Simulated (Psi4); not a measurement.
**SVWN5/6-311+G(d,p) run of HNO3 (peroxynitrous acid)**

Aim: the energy change on altering one bond length of HNO3 (peroxynitrous acid) at SVWN5/6-311+G**, from 2 runs. 

The calculation is run with Psi4 1.11.

5 further runs of the same task are left out: 4 that didn't finish, 1 set aside as unsound or not needed.

## 1. The structure to begin with

HNO3: 5 atoms, total charge 0, spin state singlet. SMILES: `O=NOO`. The shape is that of a PBE0-D4/def2-TZVP optimisation. This is one conformer, not always the lowest.

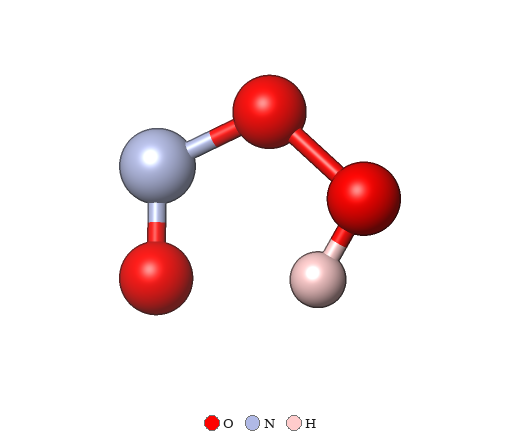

Viewed from a chosen angle; oxygen red, nitrogen light blue, hydrogen pink.

## 2. Energy and forces at SVWN5/6-311+G(d,p)

job.py

```python
import psi4

psi4.set_memory(2200000000)
psi4.set_num_threads(1)
psi4.set_output_file('psi4.out', False)

geom = psi4.geometry("""
O
N 1 1.180489
O 2 1.35263 1 114.59964
O 3 1.401006 2 114.12682 1 -0.00011
H 4 0.984122 3 101.03517 2 -0.00671
symmetry c1
no_reorient
no_com
""")

psi4.set_options({
    'basis': '6-311+G**',
    'puream': True,
    'e_convergence': 1e-09,
    'd_convergence': 1e-08,
    'scf_type': 'pk',
    'dft_radial_points': 99,
    'dft_spherical_points': 590,
})

energy_value, wavefunction = psi4.gradient('scf', dft_functional={"name": "SVWN5", "x_functionals": {"LDA_X": {}}, "c_functionals": {"LDA_C_VWN": {}}}, return_wfn=True)
psi4.oeprop(wavefunction, 'MAYER_INDICES', 'MULLIKEN_CHARGES', 'DIPOLE', title='SCF')
print('gradient / Eh bohr^-1')
print(energy_value.np.round(6))
print(f'energy = {wavefunction.energy():.10f} Eh')
```

Launch:

```
$ python job.py
```

psi4.out (excerpt; [...] marks lines left out):

```text
[...]
  Running in c1 symmetry.
[...]
  Nuclear repulsion =  124.505235926011736
[...]
  Multiplicity = 1
[...]
  Nalpha       = 16
  Nbeta        = 16
[...]
    Number of basis functions: 94
[...]
   @RKS iter   1:  -278.78466337041891   -6.35518e-02   7.04334e-03 ADIIS/DIIS
[...]
   @RKS iter  13:  -278.93144609212737   -5.68434e-13   8.53113e-10 DIIS
[...]
    Orbital Energies [Eh]
    ---------------------
    Doubly Occupied:
       1A    -18.773630     2A    -18.709613     3A    -18.709112
       4A    -14.053743     5A     -1.209172     6A     -1.091742
       7A     -0.916489     8A     -0.669322     9A     -0.571765
      10A     -0.521026    11A     -0.512453    12A     -0.410509
      13A     -0.408783    14A     -0.406229    15A     -0.291344
      16A     -0.289432
[...]
  @RKS Final Energy:  -278.93144609212737
   => Energetics <=
    Nuclear Repulsion Energy =            124.5052359260117356
    One-Electron Energy =                -630.7827289094796015
    Two-Electron Energy =                 258.1301926073904838
    DFT Exchange-Correlation Energy =     -30.7841457160499878
    Empirical Dispersion Energy =           0.0000000000000000
    VV10 Nonlocal Energy =                  0.0000000000000000
    Total Energy =                       -278.9314460921273735
[...]
  -Total Gradient:
     Atom            X                  Y                   Z
    ------   -----------------  -----------------  -----------------
       1        0.000002063097     0.002582766225     0.019191290374
       2       -0.000001853074    -0.010670540684    -0.016860090725
       3        0.000000658780     0.003790967329    -0.006196438738
       4       -0.000000825229     0.014476717618    -0.011065044793
       5       -0.000000044942    -0.010180854367     0.014931961401
[...]
 Multipole Moments:
 ------------------------------------------------------------------------------------
     Multipole            Electronic (a.u.)      Nuclear  (a.u.)        Total (a.u.)
 ------------------------------------------------------------------------------------
 L = 1.  Multiply by 2.5417464519 to convert [e a0] to [Debye]
 Dipole X            :          0.0000294           -0.0001070           -0.0000776
 Dipole Y            :          0.7749434           -0.8188198           -0.0438764
 Dipole Z            :          0.5117779           -0.8861208           -0.3743429
 Magnitude           :                                                    0.3769055
[...]
  Mulliken Charges: (a.u.)
   Center  Symbol    Alpha    Beta     Spin     Total
       1     O     4.04768  4.04768  0.00000 -0.09537
       2     N     3.60628  3.60628  0.00000 -0.21255
       3     O     3.88973  3.88973  0.00000  0.22053
       4     O     4.09057  4.09057  0.00000 -0.18114
       5     H     0.36574  0.36574  0.00000  0.26852
   Total alpha = 16.00000, Total beta = 16.00000, Total charge =  0.00000
  Mayer Bond Indices:
[...]
```

The script printed:

```text
gradient / Eh bohr^-1
[[ 2.0000e-06  2.5830e-03  1.9191e-02]
 [-2.0000e-06 -1.0671e-02 -1.6860e-02]
 [ 1.0000e-06  3.7910e-03 -6.1960e-03]
 [-1.0000e-06  1.4477e-02 -1.1065e-02]
 [-0.0000e+00 -1.0181e-02  1.4932e-02]]
energy = -278.9314460921 Eh
```

Wall time 15 s (1 thread of Intel Xeon Platinum 8259CL at 2.50GHz (Skylake/Cascade Lake), shared host); peak memory 0.53 GiB.

## 3. The distorted shape: a single-point energy at SVWN5/6-311+G(d,p)

run.py

```python
import psi4

psi4.set_memory(2200000000)
psi4.set_num_threads(1)
psi4.set_output_file('run.log', False)

molecule = psi4.geometry("""
0 1
O
N 1 1.180489
O 2 1.35263 1 114.59964
O 3 2.1015 2 114.12682 1 -0.00011
H 4 0.984122 3 101.03517 2 -0.00672
symmetry c1
""")

psi4.set_options({
    'basis': '6-311+G**',
    'puream': True,
    'e_convergence': 1e-09,
    'd_convergence': 1e-08,
    'scf_type': 'pk',
    'dft_radial_points': 99,
    'dft_spherical_points': 590,
})

E, wfn = psi4.energy('scf', dft_functional={"name": "SVWN5", "x_functionals": {"LDA_X": {}}, "c_functionals": {"LDA_C_VWN": {}}}, return_wfn=True)
psi4.oeprop(wfn, 'MAYER_INDICES', 'DIPOLE', 'WIBERG_LOWDIN_INDICES')
print('E =', round(E, 9))
for k, v in sorted(psi4.core.scalar_variables().items()):
    print(f'{k:45s} {v:18.10f}')
```

Launch:

```
$ python run.py
```

run.log (excerpt; [...] marks lines left out):

```text
[...]
  Running in c1 symmetry.
[...]
  Nuclear repulsion =  110.174104924410429
[...]
  Multiplicity = 1
[...]
  Nalpha       = 16
  Nbeta        = 16
[...]
    Number of basis functions: 94
[...]
   @RKS iter   1:  -278.53815254914633   -2.69270e-01   9.69021e-03 ADIIS/DIIS
[...]
   @RKS iter  16:  -278.87390156855747   -1.02318e-12   6.06630e-10 DIIS
[...]
    Orbital Energies [Eh]
    ---------------------
    Doubly Occupied:
       1A    -18.749620     2A    -18.739825     3A    -18.672664
       4A    -14.102932     5A     -1.198994     6A     -1.000082
       7A     -0.900829     8A     -0.635760     9A     -0.538067
      10A     -0.526446    11A     -0.511638    12A     -0.413853
      13A     -0.359350    14A     -0.356298    15A     -0.310353
      16A     -0.282814
[...]
  @RKS Final Energy:  -278.87390156855747
   => Energetics <=
    Nuclear Repulsion Energy =            110.1741049244104289
    One-Electron Energy =                -602.6446376987820486
    Two-Electron Energy =                 244.1615893479165038
    DFT Exchange-Correlation Energy =     -30.5649581421023271
    Empirical Dispersion Energy =           0.0000000000000000
    VV10 Nonlocal Energy =                  0.0000000000000000
    Total Energy =                       -278.8739015685574714
[...]
 Multipole Moments:
 ------------------------------------------------------------------------------------
     Multipole            Electronic (a.u.)      Nuclear  (a.u.)        Total (a.u.)
 ------------------------------------------------------------------------------------
 L = 1.  Multiply by 2.5417464519 to convert [e a0] to [Debye]
 Dipole X            :          0.0000307           -0.0001080           -0.0000773
 Dipole Y            :          1.8449733           -1.1800524            0.6649209
 Dipole Z            :          0.7342710           -1.2031759           -0.4689049
 Magnitude           :                                                    0.8136286
[...]
```

On the terminal:

```text
E = -278.873901569
CURRENT ENERGY                                   -278.8739015686
CURRENT REFERENCE ENERGY                         -278.8739015686
DD SOLVATION ENERGY                                 0.0000000000
DFT FUNCTIONAL TOTAL ENERGY                      -278.8739015686
DFT TOTAL ENERGY                                 -278.8739015686
DFT VV10 ENERGY                                     0.0000000000
DFT XC ENERGY                                     -30.5649581421
GRID ELECTRONS ALPHA                               15.9999999722
GRID ELECTRONS BETA                                15.9999999722
GRID ELECTRONS TOTAL                               31.9999999444
NUCLEAR REPULSION ENERGY                          110.1741049244
ONE-ELECTRON ENERGY                              -602.6446376988
PCM POLARIZATION ENERGY                             0.0000000000
PE ENERGY                                           0.0000000000
SCF ITERATION ENERGY                             -278.8739015686
SCF ITERATIONS                                     16.0000000000
SCF TOTAL ENERGY                                 -278.8739015686
TWO-ELECTRON ENERGY                               244.1615893479
XC GRID RADIAL POINTS                              99.0000000000
XC GRID SPHERICAL POINTS                          590.0000000000
XC GRID TOTAL POINTS                           284630.0000000000
```

Run time: 11 s. Hardware: 1 thread of Intel Xeon Platinum 8259CL at 2.50GHz (Skylake/Cascade Lake), shared host; peak memory 0.53 GiB.

## 4. Outcome

At SVWN5/6-311+G**:

| quantity | value |
| --- | --- |
| first shape: total energy | -278.93145 Eh |
| first shape: dipole moment | 0.96 D |
| first shape: HOMO energy | -7.88 eV |
| first shape: LUMO energy | -4.11 eV |
| first shape: HOMO–LUMO gap | 3.77 eV |
| first shape: largest force on an atom | 1.026 eV/Å |
| distorted shape: total energy | -278.87390 Eh |
| distorted shape: dipole moment | 2.07 D |
| distorted shape: HOMO energy | -7.70 eV |
| distorted shape: LUMO energy | -7.02 eV |
| distorted shape: HOMO–LUMO gap | 0.68 eV |
| energy change with the O3–O4 bond stretched from 1.401 to 2.101 Å | 1.566 eV |

One bond (distorted shape) is far stretched, which a spin-restricted single reference describes badly; a broken-symmetry solution may lie lower. With the O3–O4 bond stretched from 1.401 to 2.101 Å the energy rises by 1.57 eV (36 kcal/mol). The first shape isn't relaxed at this level, so the change isn't measured from a minimum. A restricted reference can't describe the breaking bond well at this length. The largest force (first shape) is 1.03 eV/Å: the shape isn't a stationary point for this species at this level.
